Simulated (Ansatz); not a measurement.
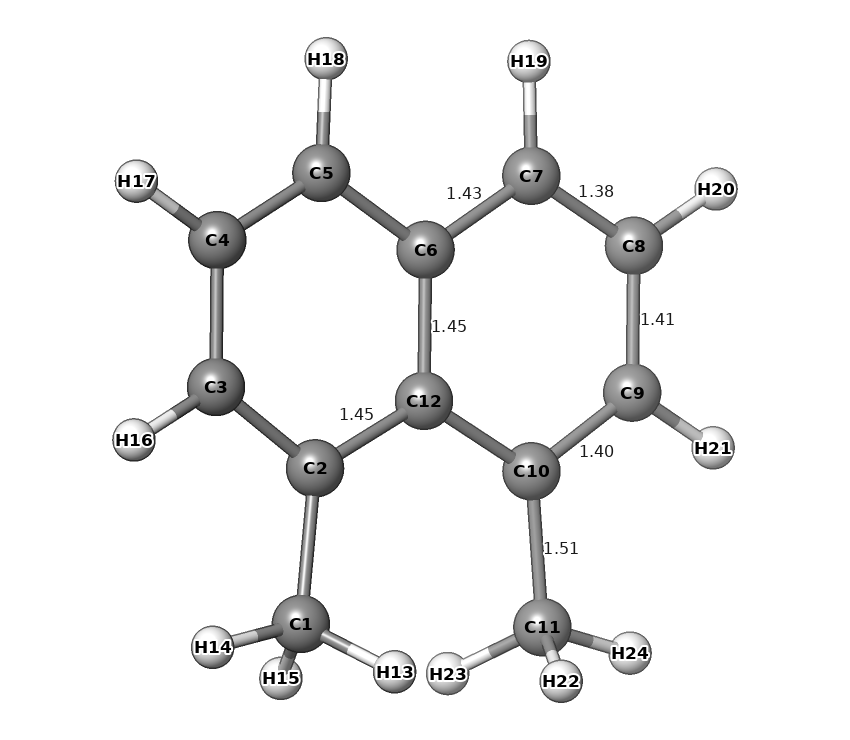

The numbers beside the sticks are distances in Å. Sticks don't show bond order. The geometry was computed by an optimisation with PBE-D4/def2-SVP. No frequency run is at hand to confirm it as a minimum.

> Assign a bond order to each marked bond.

C2–C12 aromatic; C6–C7 aromatic; C6–C12 aromatic; C7–C8 aromatic; C8–C9 aromatic; C9–C10 aromatic; C10–C11 single.

> Write the SMILES.

Cc1cccc2cccc(C)c12
